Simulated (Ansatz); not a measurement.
Start from MgSe in the rock salt structure (space group Fm-3m, No. 225; a = 5.450 Å). Axes: x, y, z lie along the cube axes.

The change: compressive biaxial strain of 1.50 % in the plane normal to [001], as in epitaxy on a mismatched substrate; the out-of-plane cell vector and the atoms relax.

Calculations: PBEsol, PAW, 420 eV (Ansatz, a quantum-chemistry and plane-wave program; no spin-orbit coupling).

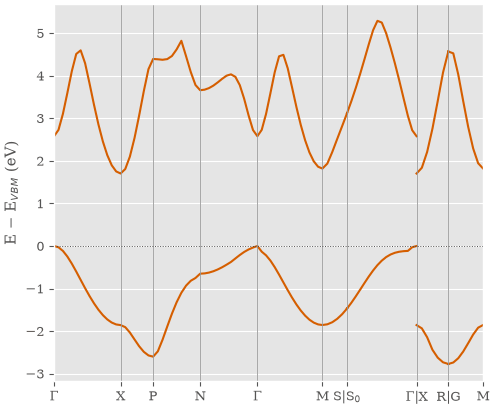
Highest valence and lowest conduction band along the path of the changed cell's own zone

The gap is 1.70 eV, indirect, Γ → X; the base has 1.78 eV.

Stability against distortions was not tested. k-point labels follow each cell's own Brillouin zone.
